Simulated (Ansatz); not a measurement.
Consider CH₉BClNSi₂.

| atom | x (Å) | y (Å) | z (Å) |
| --- | --- | --- | --- |
| B | -1.2860 | -1.4230 | 0.0276 |
| N | -0.5052 | -0.3568 | 0.5217 |
| Si | 1.1952 | -0.2668 | 0.0458 |
| C | 1.3595 | 0.2801 | -1.7221 |
| Si | -1.2088 | 0.8784 | 1.5114 |
| Cl | -1.1192 | 2.6837 | 0.5237 |
| H | -2.4540 | -1.4902 | 0.2862 |
| H | -0.7647 | -2.2632 | -0.6543 |
| H | 1.8072 | -1.6021 | 0.2581 |
| H | 1.8324 | 0.7161 | 0.9636 |
| H | 0.9047 | 1.2636 | -1.8602 |
| H | 2.4121 | 0.3431 | -2.0096 |
| H | 0.8647 | -0.4270 | -2.3921 |
| H | -0.4335 | 1.0548 | 2.7587 |
| H | -2.6262 | 0.5587 | 1.7709 |

Geometry: PBE0-D4/def2-TZVP.

Level of theory: Ansatz, RKS PBE0-D4/def2-TZVPP.

Question: What can the converged electron density and electron localisation function tell about the bonding?

Answer: B–N (1.41 Å): the density is about 1.9 e/Å³ at the midpoint; the ELF peaks at about 0.90 between the atoms: a short, strongly polar bond.
Si–N (1.73 Å): ρ is about 1.1 e/Å³ halfway; the ELF peaks at about 0.90 between the atoms, as expected for a polar covalent bond.
B–H (1.20 Å): ρ at the midpoint is about 1.3 e/Å³; the ELF climbs to about 1 towards the hydrogen, as it does in any bond to H (a covalent bond by its length).

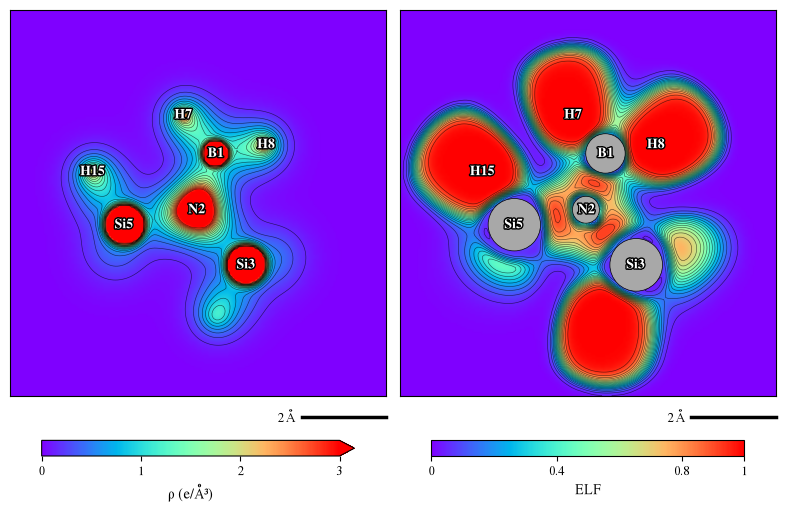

Computed electron density and electron localisation function on the plane of atoms B1, N2 and Si5, in this order. Grey discs cover the atomic cores in the ELF map. 
